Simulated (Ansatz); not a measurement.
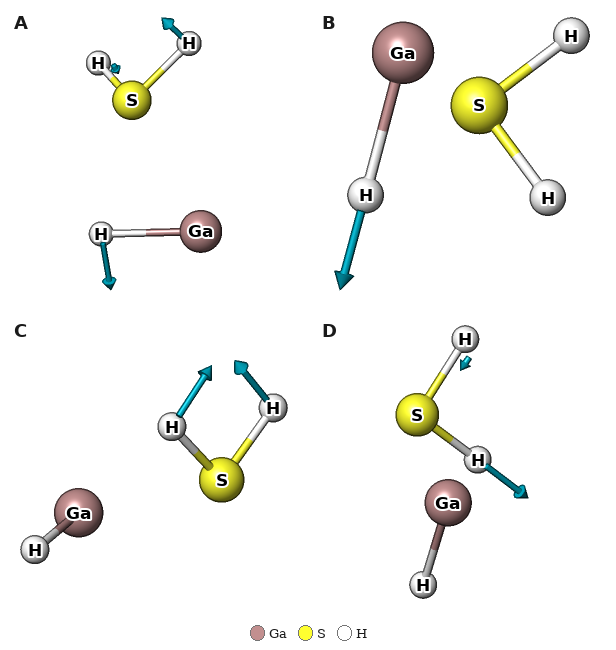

4 normal modes of one molecule or complex, as arrows. Harmonic vibrations computed with RKS PBE0-D4/def2-TZVP (Ansatz 0.2.0) at a stationary point of the same level.

Question: Match the panels to the wavenumbers 592 cm⁻¹, 1205 cm⁻¹, 1544 cm⁻¹, 2736 cm⁻¹.

Answer: A: 592 cm⁻¹
B: 1544 cm⁻¹, Ga–H stretching
C: 1205 cm⁻¹, H–S–H bending
D: 2736 cm⁻¹, S–H stretching
